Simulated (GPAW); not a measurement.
# Polarising 2H-MoOSe monolayer with a field along the normal

The dipole of the cell at several fields, atoms fixed. What does the strongest field give, and what length does the slope stand for?

How it was computed: GPAW 26.7.0, plane waves (500 eV), PAW setups, PBE, 12×12 mesh, a dipole layer in the vacuum; geometry relaxed without an applied field with GPAW. The cell's area is 8.05 Å², and e/ε0 = 180.95 V Å.

Results, with one row withheld:

```
field (V/Å)  dipole (e Å)
       −0.2       −0.1459
       −0.1       −0.1256
      −0.05       −0.1155
       0.05       −0.0952
        0.1       −0.0850
        0.2       −0.0647
        0.3             ?
```

**Question.** What is the dipole at 0.3 V/Å?

Worked answer. A line through the 6 points has the slope α = 0.203 e Å per V/Å and the intercept p₀ = −0.1053 e Å (r.m.s. residual 2.4e−05). At 0.3 V/Å it gives p = −0.1053 + 0.203 × 0.3 = −0.0444 e Å; the run gives −0.0443 e Å, so the response stays linear to 0.3 % of the induced part. Dividing by ε0 and the area: α/(ε0 A) = 0.203 × 180.95 / 8.05 = 4.56 Å, against 2.90 Å between the outer nuclei. For a gapped layer this length is t(1 − 1/ε), so it fixes ε only once a thickness t is chosen.

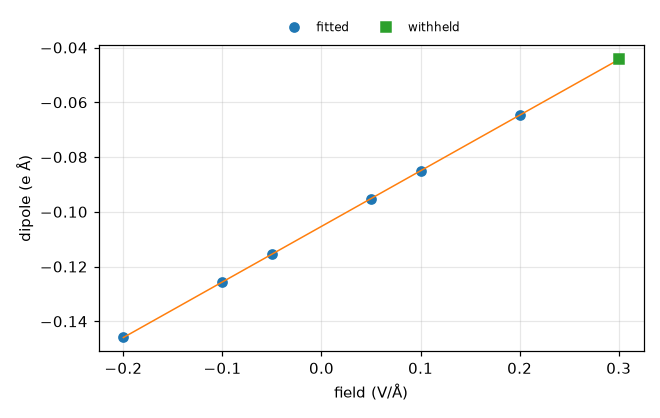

The line and the withheld run.

**Limits.** This is the electronic response alone; ions that move would add to it in polar layers. No run was spin-polarised, so magnetic states weren't tested. Layers with unlike faces were relaxed with their cell in a fully periodic cell without the dipole layer, so their atoms felt a small spurious field.

[Logs are printed without paths, hosts, clocks, repeated set-up lines and the standing remarks that a program may print on its own settings, such as how far it seeks lower states.]
